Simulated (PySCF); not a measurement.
# C5H3ClN2S: the cost of one run

Computed with PySCF 2.14.0 and routines of our own; the level stands in each step. Atoms count from 0.

### Step 1. The starting structure

12 atoms, charge 0, multiplicity 1; geometry from: GFN2-xTB.

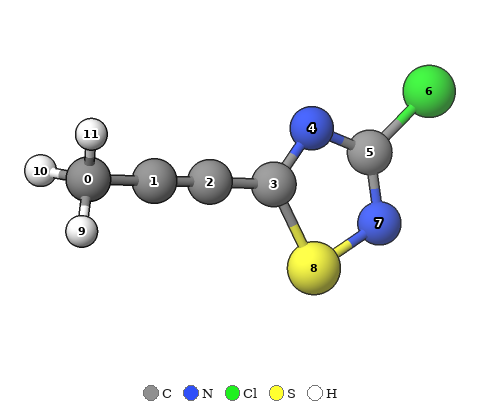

The starting geometry (carbon grey, nitrogen blue, chlorine green, sulfur yellow, hydrogen white).

### Step 2. Magnetic properties: GIAO B3LYP/pcSseg-1

The job: settings as JSON, then the geometry in Å.

```
{"job": {"kind": "mag", "xc": "B3LYP", "basis": "pcSseg-1", "isotopologues": 0}, "charge": 0, "multiplicity": 1}
C     -3.041179    -0.222538     0.249974
C     -1.606450    -0.165081     0.187369
C     -0.402927    -0.105385     0.137378
C      0.985421    -0.064952     0.070124
N      1.744313     0.955108     0.341153
C      3.029221     0.614600     0.162856
Cl     4.249483     1.746766     0.441504
N      3.322272    -0.597651    -0.227578
S      1.954959    -1.456867    -0.415238
H     -3.369064    -1.254413     0.370572
H     -3.464967     0.179575    -0.670046
H     -3.399884     0.370154     1.090626
```

Method: GIAO B3LYP/pcSseg-1 magnetisability, rotational g tensor and spin-rotation constants, non-relativistic, gas phase.

Launch:

```
> OMP_NUM_THREADS=1 python excited_run.py task.json out
```

One launch serves the whole session: the jobs run in the order shown.

Q: Estimate the wall time and peak memory of this first job on 1 thread of Arm Neoverse V2, shared host.

About 27 s, with a peak of 0.82 GiB.
